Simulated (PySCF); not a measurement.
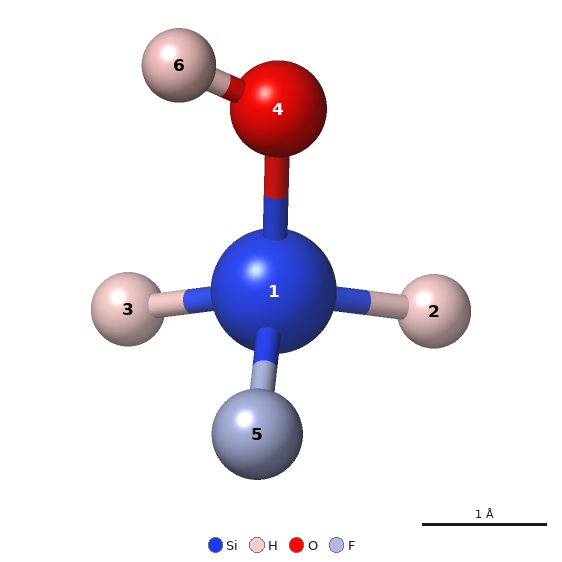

Atoms carry their numbers in the input. The geometry was computed by an optimisation with PBE0-D4/def2-TZVP. No frequency run is at hand to confirm it as a minimum.

What is the geometry at Si1?

Si1 has 4 neighbours (H2 at 1.47, H3 at 1.48, O4 at 1.63, F5 at 1.60 Å); the arrangement is tetrahedral.

Describe the coordination of atom 4.

O4 has 2 neighbours (Si1 at 1.63, H6 at 0.96 Å); the arrangement is bent.
